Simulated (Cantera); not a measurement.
Feed: 1 mol SiH₂Cl₂, 17 mol NH₃, held at 3.20 mbar.

Cantera equilibrium calculation (NASA polynomials, part measured and part estimated; ideal gas, pure solids and liquids). Candidate condensed phases: NH₄Cl, Si, Si₃N₄; 28 gas species. The tables' values for SiCl, SiCl₃ are old estimates; treat these amounts as uncertain. Gases not in the tables: Si₂H₆ and higher silanes. The numbers say what is thermodynamically allowed, not how fast it happens.

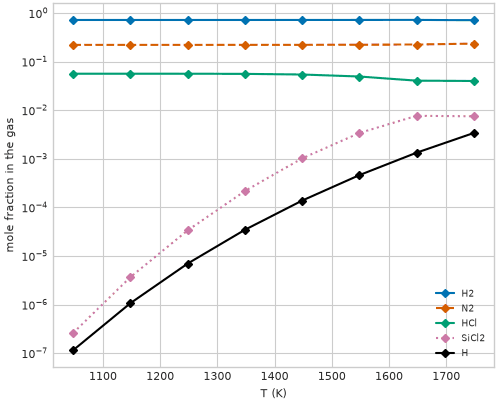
Equilibrium gas composition (values under 1e-9 drawn at 1e-9)

Read off the mole fractions at 1348 K.

H₂ about 0.72, N₂ about 0.22, HCl about 0.056, SiCl₂ about 0.00022, H about 3.5e-5.
